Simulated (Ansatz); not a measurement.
# Geometry relaxation of AlN2H7F2 (part 2 of 2)

Continued. System: AlN2H7F2. Method: RKS r2SCAN-D4/6-31G* (Ansatz 0.2.0). The input holds or restrains some coordinates. It belongs to a series of runs on one base structure; here: pulled along the bonds that form and break, towards end B.

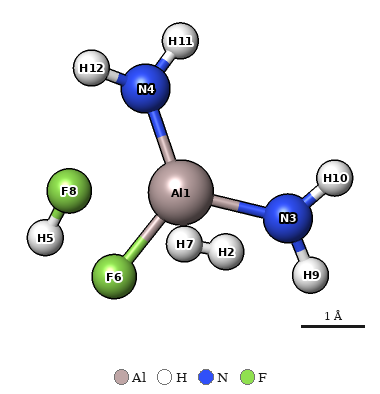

*The geometry at step 11 of the log (ball-and-stick view, seen at a tilt; atoms are numbered from 1 in the order of the input).*

**Trajectory as extended XYZ, continued**
```
12
Properties=species:S:1:pos:R:3:forces:R:3 step=5 energy=-15122.04325
Al   -0.5725    0.2856   -0.0614   -0.5055  -0.4081   1.4681
H     1.1602   -1.9308   -0.1431   -0.6567  -1.5425  -1.6096
N    -1.6724   -0.5566   -1.1606    0.0819   0.1819  -0.3100
N     0.7352    1.4115   -0.5382   -0.3523   0.1519   0.0957
H     0.7964   -0.0183    2.3266   -0.4481  -0.1240   0.0563
F    -1.1735   -0.1390    1.5309    1.4644   0.6252  -1.0413
H     1.3339   -1.4629    0.3352    0.6287   1.4244   1.5600
F     1.6221    0.0141    1.8840   -0.0116   0.1582  -0.0514
H    -2.3843   -1.1838   -0.8107   -0.0560   0.0731   0.0623
H    -1.9064   -0.2422   -2.0888    0.0238  -0.1507  -0.2825
H     0.6128    2.0189   -1.3448    0.0324  -0.1248   0.0785
H     1.4486    1.8037    0.0706   -0.2011  -0.2646  -0.0259
12
Properties=species:S:1:pos:R:3:forces:R:3 step=6 energy=-15122.20403
Al   -0.6117    0.3085   -0.0738   -0.2430  -0.5872   1.3727
H     1.1034   -1.9447   -0.1415   -0.3109  -0.3898  -0.5254
N    -1.6980   -0.5286   -1.1979    0.0440   0.2267  -0.2290
N     0.6820    1.4362   -0.5346   -0.1923   0.2641  -0.0327
H     0.8849   -0.0223    2.4626    0.2079   0.0256  -0.6663
F    -1.0862   -0.1570    1.5265    0.8352   0.5370  -0.9258
H     1.4478   -1.6050    0.4006    0.2468   0.3001   0.4523
F     1.5802    0.0962    1.8228   -0.4493  -0.0057   0.5891
H    -2.4261   -1.1353   -0.8427   -0.0538   0.0515  -0.0363
H    -1.8849   -0.2645   -2.1572    0.0529  -0.1682  -0.0037
H     0.5857    2.0471   -1.3399    0.0741  -0.0718   0.0671
H     1.4229    1.7695    0.0748   -0.2116  -0.1824  -0.0620
12
Properties=species:S:1:pos:R:3:forces:R:3 step=7 energy=-15122.21759
Al   -0.5431    0.2478   -0.0504   -0.4804   0.2924   1.2585
H     1.0830   -2.0645   -0.0924   -0.8514  -1.0355  -1.4072
N    -1.6548   -0.5383   -1.1933   -0.0369  -0.0261  -0.0625
N     0.5962    1.5400   -0.5130   -0.1931  -0.1875   0.0496
H     0.9526   -0.0772    2.4212   -0.9250  -0.0962   0.4781
F    -1.0545   -0.0331    1.5832    0.7854   0.1187  -1.0983
H     1.3905   -1.6978    0.4173    0.7887   0.9478   1.3300
F     1.5769    0.0379    1.7502    0.6760   0.1530  -0.5956
H    -2.4791   -1.0357   -0.8650    0.1832   0.0950  -0.1260
H    -1.7150   -0.3635   -2.1916    0.0661  -0.1326   0.1782
H     0.4907    2.1198   -1.3370    0.0399  -0.0644   0.0556
H     1.3567    1.8646    0.0705   -0.0524  -0.0645  -0.0605
12
Properties=species:S:1:pos:R:3:forces:R:3 step=8 energy=-15122.26382
Al   -0.5876    0.3279    0.0036   -0.3764  -0.1674   1.1812
H     0.8853   -2.0766   -0.0652   -0.9927  -1.1828  -1.4486
N    -1.6046   -0.5225   -1.1752   -0.1877  -0.1544  -0.1636
N     0.4958    1.6634   -0.4386    0.1998   0.1591  -0.2103
H     1.0324   -0.1119    2.3380   -1.0055  -0.1460   0.6132
F    -1.0208   -0.0500    1.6389    0.7268   0.3234  -1.1528
H     1.2086   -1.6865    0.4102    0.9792   1.0742   1.3952
F     1.6577    0.0402    1.6778    0.7014   0.2052  -0.6729
H    -2.3845   -1.1222   -0.9150    0.2067   0.1521  -0.0386
H    -1.5411   -0.4593   -2.1872    0.0487  -0.0021   0.2210
H     0.5021    2.1274   -1.3470   -0.0836  -0.1906   0.3153
H     1.3568    1.8702    0.0596   -0.2165  -0.0708  -0.0391
12
Properties=species:S:1:pos:R:3:forces:R:3 step=9 energy=-15122.27459
Al   -0.5515    0.3520    0.0162   -0.3587  -0.2101   1.3883
H     0.7327   -2.1596   -0.0231   -1.1931  -1.0042  -1.5372
N    -1.5351   -0.5356   -1.1661    0.1254   0.0570  -0.1187
N     0.4710    1.7252   -0.4353   -0.0472  -0.0152  -0.0644
H     1.1112   -0.1224    2.2761   -1.0012  -0.1099   0.7946
F    -0.9661    0.0155    1.6667    0.5615   0.2650  -1.1899
H     1.1148   -1.8527    0.4673    1.1730   0.8507   1.4625
F     1.6461   -0.0234    1.5339    0.7429   0.2015  -0.8565
H    -2.3336   -1.1125   -0.9412   -0.0011  -0.0433   0.0502
H    -1.3791   -0.5279   -2.1672   -0.0105  -0.0016   0.0795
H     0.4233    2.1977   -1.3275   -0.0125   0.0452  -0.0093
H     1.2663    2.0439    0.1000    0.0214  -0.0352   0.0009
12
Properties=species:S:1:pos:R:3:forces:R:3 step=10 energy=-15122.31490 accepted=F
Al   -0.5307    0.3940    0.0488   -0.2656  -0.0594   1.4685
H     0.5607   -2.2273    0.0153   -0.9096  -0.5027  -0.8220
N    -1.4542   -0.5493   -1.1384    0.1559  -0.0404  -0.5294
N     0.4294    1.8095   -0.4243    0.0376  -0.0655   0.0862
H     1.1459   -0.1627    2.2037   -0.8373  -0.0428   0.7023
F    -0.9604    0.1246    1.7121    0.5744   0.1776  -1.2802
H     1.0739   -1.9890    0.4460    0.8962   0.3007   0.7500
F     1.6371   -0.1047    1.4230    0.5036   0.1875  -0.7810
H    -2.2617   -1.1291   -0.9443    0.1015   0.0144   0.0296
H    -1.2052   -0.6082   -2.1303   -0.1641   0.0287   0.5266
H     0.3595    2.2617   -1.3244    0.0050   0.0778  -0.0305
H     1.2057    2.1805    0.1127   -0.0976  -0.0760  -0.1202
12
Properties=species:S:1:pos:R:3:forces:R:3 step=11 energy=-15122.29853
Al   -0.5414    0.3819    0.0416   -0.3278  -0.1588   1.3951
H     0.6554   -2.1724   -0.0387   -1.1935  -0.7777  -1.3203
N    -1.4791   -0.5515   -1.1393   -0.0114   0.0199   0.2059
N     0.4598    1.7611   -0.4358   -0.0413  -0.0318  -0.0053
H     1.0972   -0.1547    2.2362   -0.9825  -0.0749   0.8381
F    -0.9896    0.0972    1.6939    0.6255   0.1927  -1.1961
H     1.0935   -1.9106    0.4375    1.1828   0.5891   1.2470
F     1.6280   -0.0741    1.4882    0.6511   0.2103  -0.8919
H    -2.2694   -1.1422   -0.9190    0.0141  -0.0249   0.0362
H    -1.2983   -0.5620   -2.1288    0.0457  -0.0120  -0.2545
H     0.3915    2.2292   -1.3275   -0.0053   0.0719  -0.0527
H     1.2524    2.0981    0.0914    0.0425  -0.0038  -0.0014
12
Properties=species:S:1:pos:R:3:forces:R:3 step=12 energy=-15122.32188
Al   -0.5330    0.4133    0.0748   -0.2807  -0.0649   1.3739
H     0.6061   -2.1721   -0.0635   -1.1278  -0.5062  -1.1176
N    -1.4333   -0.5585   -1.1054    0.0424  -0.0316  -0.2605
N     0.4414    1.8057   -0.4291   -0.0114  -0.0094  -0.0485
H     1.0768   -0.1874    2.2026   -0.9574  -0.0459   0.9357
F    -1.0192    0.1846    1.7278    0.6584   0.1132  -1.2379
H     1.0974   -1.9938    0.4075    1.1163   0.2659   1.0265
F     1.5744   -0.1178    1.4311    0.5727   0.2400  -0.9838
H    -2.2145   -1.1643   -0.8900    0.0338  -0.0058   0.0212
H    -1.2154   -0.6032   -2.0985   -0.0512   0.0108   0.2739
H     0.3630    2.2612   -1.3290   -0.0040   0.0197   0.0394
H     1.2563    2.1326    0.0715    0.0088   0.0143  -0.0224
12
Properties=species:S:1:pos:R:3:forces:R:3 step=13 energy=-15122.37744
Al   -0.4882    0.4316    0.1085   -0.2682   0.0457   1.3803
H     0.5270   -2.2023   -0.0718   -0.9548  -0.3319  -0.8022
N    -1.3593   -0.5812   -1.0607    0.0454   0.0201  -0.0743
N     0.4503    1.8400   -0.4270    0.0396  -0.0002  -0.0205
H     1.0398   -0.2141    2.1464   -0.7893  -0.0151   0.8325
F    -1.0461    0.2697    1.7498    0.6943   0.0265  -1.1973
H     1.0820   -2.0710    0.3534    0.9753   0.0096   0.7070
F     1.4736   -0.1501    1.3310    0.3509   0.2526  -0.8825
H    -2.1304   -1.1945   -0.8353   -0.0092  -0.0286   0.0060
H    -1.1318   -0.6398   -2.0466   -0.0235  -0.0190   0.0963
H     0.3312    2.3035   -1.3178   -0.0010   0.0411   0.0424
H     1.2519    2.2082    0.0700   -0.0595  -0.0009  -0.0879
12
Properties=species:S:1:pos:R:3:forces:R:3 step=14 energy=-15122.46486 accepted=F
Al   -0.4258    0.4499    0.1500   -0.4120   0.1653   1.2289
H     0.5359   -2.1922   -0.1604   -0.1151  -0.1353  -0.0911
N    -1.2816   -0.5977   -1.0038    0.0569   0.0261   0.0559
N     0.4643    1.8773   -0.4295    0.0904   0.0609  -0.0822
H     0.9895   -0.2394    2.0734   -0.5987   0.0341   0.5712
F    -1.0731    0.3538    1.7666    0.7492  -0.0311  -1.0836
H     1.0211   -2.2206    0.3969    0.1323  -0.3026  -0.0246
F     1.3354   -0.1988    1.2053    0.2211   0.2631  -0.5290
H    -2.0490   -1.2107   -0.7639   -0.0013  -0.0211  -0.0128
H    -1.0522   -0.6742   -1.9848   -0.0076  -0.0352  -0.0483
H     0.2837    2.3569   -1.3038   -0.0008  -0.0042   0.1431
H     1.2519    2.2958    0.0536   -0.1145  -0.0200  -0.1274
12
Properties=species:S:1:pos:R:3:forces:R:3 step=15 energy=-15122.40334
Al   -0.4293    0.4310    0.1335   -0.4769   0.1695   1.2323
H     0.5248   -2.2217   -0.0863   -1.2173  -0.3328  -1.0034
N    -1.3117   -0.5879   -1.0255    0.0674  -0.0045  -0.0506
N     0.4636    1.8580   -0.4372    0.0814  -0.0149  -0.0412
H     0.9921   -0.2583    2.1176   -0.8791  -0.0393   1.0896
F    -1.0717    0.3145    1.7474    0.7608  -0.0349  -1.0536
H     1.0772   -2.1179    0.3375    1.2599  -0.0423   0.8997
F     1.3895   -0.1709    1.2884    0.4483   0.3161  -1.1526
H    -2.0894   -1.1896   -0.7895    0.0030  -0.0127   0.0100
H    -1.0972   -0.6534   -2.0129   -0.0031  -0.0263   0.0570
H     0.2863    2.3415   -1.3083   -0.0161  -0.0022   0.0724
H     1.2657    2.2548    0.0351   -0.0283   0.0243  -0.0597
12
Properties=species:S:1:pos:R:3:forces:R:3 step=16 energy=-15122.42236
Al   -0.4165    0.4456    0.1513   -0.5370   0.1153   1.1352
H     0.5364   -2.2020   -0.0830   -1.4315  -0.1932  -1.1516
N    -1.2881   -0.5902   -1.0041    0.0575  -0.0062   0.0058
N     0.4808    1.8627   -0.4423    0.0297   0.0223  -0.0949
H     0.9647   -0.2656    2.0852   -0.8337  -0.0255   1.0874
F    -1.0911    0.3324    1.7541    0.7440   0.0222  -1.0160
H     1.0955   -2.1807    0.3366    1.4570  -0.2450   1.0061
F     1.3135   -0.1917    1.2312    0.5173   0.3284  -1.0783
H    -2.0695   -1.1865   -0.7647    0.0131  -0.0001   0.0111
H    -1.0739   -0.6652   -1.9900    0.0146  -0.0189   0.0176
H     0.2660    2.3688   -1.2930   -0.0204  -0.0259   0.1079
H     1.2822    2.2727    0.0186   -0.0107   0.0265  -0.0304
12
Properties=species:S:1:pos:R:3:forces:R:3 step=17 energy=-15122.42987
Al   -0.4025    0.4831    0.1680   -0.4677   0.1086   0.9672
H     0.5290   -2.1682   -0.1238   -1.6776   0.0962  -1.3573
N    -1.2347   -0.6131   -0.9672    0.0273   0.0914   0.1015
N     0.5196    1.8618   -0.4820   -0.0367  -0.0029  -0.0703
H     0.8998   -0.3297    2.0633   -0.8351   0.0383   1.2227
F    -1.0920    0.4731    1.7662    0.7163  -0.1482  -0.9871
H     1.0744   -2.2598    0.2935    1.7134  -0.6240   1.1770
F     1.2566   -0.2782    1.2124    0.5180   0.4299  -1.1409
H    -2.0142   -1.2090   -0.7233   -0.0229  -0.0142   0.0085
H    -0.9977   -0.7233   -1.9447    0.0295   0.0059   0.0317
H     0.1800    2.4304   -1.2477    0.0228  -0.0086   0.0248
H     1.2818    2.3330   -0.0150    0.0127   0.0277   0.0223
```

This output came from the following input.

**Input**
```yaml
crystal:
  periodic: [false, false, false]
  atoms:
    - { symbol: Al, position_ang: [-0.197, -0.0461, -0.1665] }
    - { symbol: H, position_ang: [1.0492, -1.6136, -0.1726] }
    - { symbol: "N", position_ang: [-1.6236, -0.5797, -1.0576] }
    - { symbol: "N", position_ang: [0.8082, 1.377, -0.5013] }
    - { symbol: H, position_ang: [0.2898, -0.0726, 1.9031] }
    - { symbol: F, position_ang: [-0.9019, -0.0452, 1.8244] }
    - { symbol: H, position_ang: [1.2346, -1.014, 0.5804] }
    - { symbol: F, position_ang: [1.409, -0.3209, 1.5593] }
    - { symbol: H, position_ang: [-2.328, -1.2322, -0.7461] }
    - { symbol: H, position_ang: [-1.8765, -0.2498, -1.9761] }
    - { symbol: H, position_ang: [0.6838, 1.9199, -1.3419] }
    - { symbol: H, position_ang: [1.4524, 1.8773, 0.0947] }
basis:
  gaussian: { orbitals: "6-31G*" }
hamiltonian:
  xc: r2scan
  dispersion: d4
relax:
  f_tol: 0.15
  max_steps: 25
  restrain:
    - { distance: [0, 5], at: 1.78, k: 30.0 }
    - { distance: [4, 7], at: 0.88, k: 30.0 }
    - { distance: [6, 1], at: 0.62, k: 30.0 }
    - { distance: [0, 1], at: 2.82, k: 30.0 }
    - { distance: [4, 5], at: 2.18, k: 30.0 }
    - { distance: [6, 7], at: 2.18, k: 30.0 }
```

Launched with:
```bash
ansatz run input.yaml --threads 2 --pin off --max-ram 3072MiB --backend cpu --events-out ev --progress --plain --runs-dir out
```

**Key numbers**

```csv
quantity,value
outcome,converged under the restraints of the input
total energy,−15122.4299 eV
mean-field energy,−15122.3791 eV
"largest force (length of the vector) at the end, held atoms and coordinates included",2.170 eV/Å
hardware,"2 threads of Intel Xeon (Sapphire Rapids), 16 GiB of memory available, shared host"
wall time,38 s (CPU time 74 s)
peak memory,0.2 GiB
```
